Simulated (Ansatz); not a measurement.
Input file:

```
crystal:
  periodic: [false, false, false]
  atoms:
    - { symbol: S, position_ang: [-2.5741, 0.4109, 0.7971] }
    - { symbol: C, position_ang: [-0.924, 0.6125, 0.166] }
    - { symbol: C, position_ang: [-0.2451, -0.7289, 0.2179] }
    - { symbol: Sn, position_ang: [1.8719, -0.5295, -0.5026] }
    - { symbol: H, position_ang: [-2.8952, 1.8123, 0.5505] }
    - { symbol: H, position_ang: [-2.67763, -0.74005, 1.55142] }
    - { symbol: H, position_ang: [-0.9216, 0.9767, -0.8798] }
    - { symbol: H, position_ang: [-0.1383, -1.0753, 1.2745] }
    - { symbol: H, position_ang: [-0.7456, -1.4574, -0.3517] }
    - { symbol: H, position_ang: [2.6632, 0.6217, 0.5104] }
    - { symbol: H, position_ang: [2.5862, -2.0955, -0.3961] }
    - { symbol: H, position_ang: [1.7759, 0.0252, -2.141] }
basis:
  gaussian: { orbitals: def2-SVP }
hamiltonian:
  xc: b3lyp
  dispersion: d4
relax:
  f_tol: 0.02
  max_steps: 50
output:
  orbitals: {}
```

Run with:

```sh
ansatz run input.yaml --threads 2 --pin off --max-ram 3072MiB --backend cpu --events-out ev --progress --plain --runs-dir out
```

The fields are those of the relaxed geometry.

Core potentials replace the inner electrons of Sn.

Method: RKS B3LYP-D4/def2-SVP (Ansatz 0.2.0).

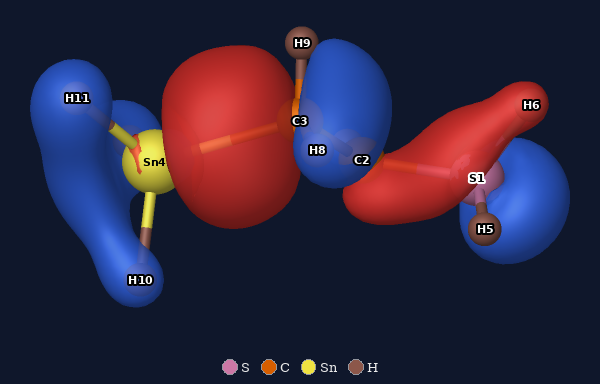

C₂H₈SSn. The HOMO−1 at ±0.1 Å⁻³ᐟ² (red and blue are the two phases), seen from one side.

### What is the character of this orbital?

Its weight (Hirshfeld) is mainly on C3 (about 35 %), Sn4 (about 25 %), S1 (about 15 %) and C2 (about 10 %). Its energy is −7.63 eV.
